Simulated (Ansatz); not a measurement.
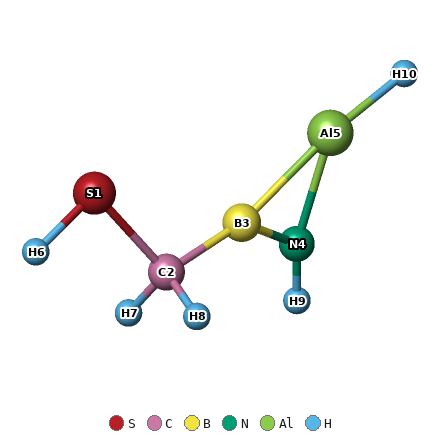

The system is CH5AlBNS, SMILES SC[B]1[NH][AlH]1; the picture shows the reference structure. First axis: angle S1–C2–B3. Second axis: angle H8–C2–H7. Nothing is relaxed (all other coordinates rigid). Grid: 11 × 11 points. All energies are given in kcal/mol relative to the lowest grid point. All numbers below come from Ansatz 0.2.0, RKS B3LYP-D4/def2-SVP.

Its coordinates:

```json
{"atom": "S", "x (Å)": "-0.9490", "y (Å)": "1.8170", "z (Å)": "1.3589"}
{"atom": "C", "x (Å)": "-0.2139", "y (Å)": "0.1481", "z (Å)": "1.1480"}
{"atom": "B", "x (Å)": "0.1849", "y (Å)": "-0.0830", "z (Å)": "-0.3517"}
{"atom": "N", "x (Å)": "0.3969", "y (Å)": "-1.2195", "z (Å)": "-1.1436"}
{"atom": "Al", "x (Å)": "0.7113", "y (Å)": "0.1956", "z (Å)": "-2.2697"}
{"atom": "H", "x (Å)": "-1.2468", "y (Å)": "1.7107", "z (Å)": "2.6771"}
{"atom": "H", "x (Å)": "-0.9219", "y (Å)": "-0.6321", "z (Å)": "1.4783"}
{"atom": "H", "x (Å)": "0.6979", "y (Å)": "0.0551", "z (Å)": "1.7647"}
{"atom": "H", "x (Å)": "0.3049", "y (Å)": "-2.1972", "z (Å)": "-0.8616"}
{"atom": "H", "x (Å)": "1.1190", "y (Å)": "0.1542", "z (Å)": "-3.7973"}
```

Range: angle S1–C2–B3 from 65.2 to 155.2°; angle H8–C2–H7 from 62.6 to 152.6°.

> What will the energy surface look like?

The lowest grid point is at angle S1–C2–B3 = 110.2°, angle H8–C2–H7 = 107.6°. No other kind of well shows on this grid. The highest grid point, angle S1–C2–B3 = 65.2°, angle H8–C2–H7 = 62.6°, lies 122 kcal/mol above the lowest. Round the minimum the two coordinates are weakly coupled (coupling 0.13 in units of the two stiffnesses).

| angle H8–C2–H7 ↓, angle S1–C2–B3 → | 65.2 | 74.2 | 83.2 | 92.2 | 101.2 | 110.2 | 119.2 | 128.2 | 137.2 | 146.2 | 155.2 |
| --- | --- | --- | --- | --- | --- | --- | --- | --- | --- | --- | --- |
| 152.6 | 95 | 66 | 49 | 40 | 35 | 34 | 36 | 40 | 47 | 56 | 67 |
| 143.6 | 83 | 54 | 37 | 28 | 23 | 22 | 24 | 29 | 36 | 46 | 58 |
| 134.6 | 74 | 45 | 28 | 18 | 13 | 13 | 15 | 20 | 27 | 37 | 50 |
| 125.6 | 69 | 39 | 22 | 12 | 7 | 6 | 8 | 13 | 21 | 31 | 44 |
| 116.6 | 67 | 36 | 19 | 8 | 3 | 1 | 3 | 8 | 16 | 27 | 40 |
| 107.6 | 69 | 37 | 19 | 8 | 2 | 0 | 2 | 6 | 14 | 25 | 38 |
| 98.6 | 73 | 41 | 22 | 10 | 4 | 1 | 3 | 7 | 15 | 25 | 39 |
| 89.6 | 81 | 48 | 28 | 16 | 9 | 6 | 6 | 11 | 18 | 28 | 42 |
| 80.6 | 92 | 58 | 37 | 24 | 17 | 13 | 13 | 17 | 24 | 34 | 48 |
| 71.6 | 105 | 71 | 49 | 36 | 27 | 23 | 23 | 26 | 32 | 42 | 56 |
| 62.6 | 122 | 86 | 64 | 50 | 41 | 36 | 35 | 37 | 43 | 53 | 66 |

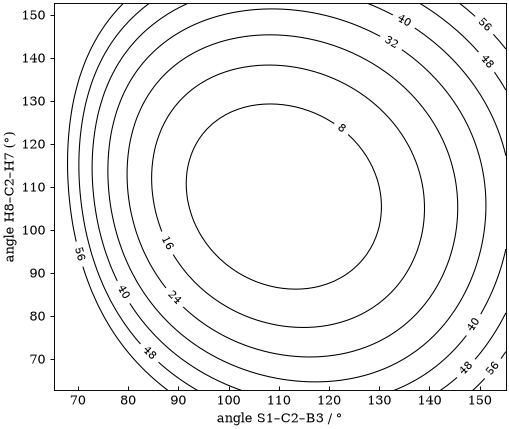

The picture shows contour lines labelled in kcal/mol (none above 56). Between grid points the surface is interpolated.

The whole map (121 points run) took 9.1 min on 1 thread of AMD EPYC 7R13 Processor (Zen 3) (shared host).
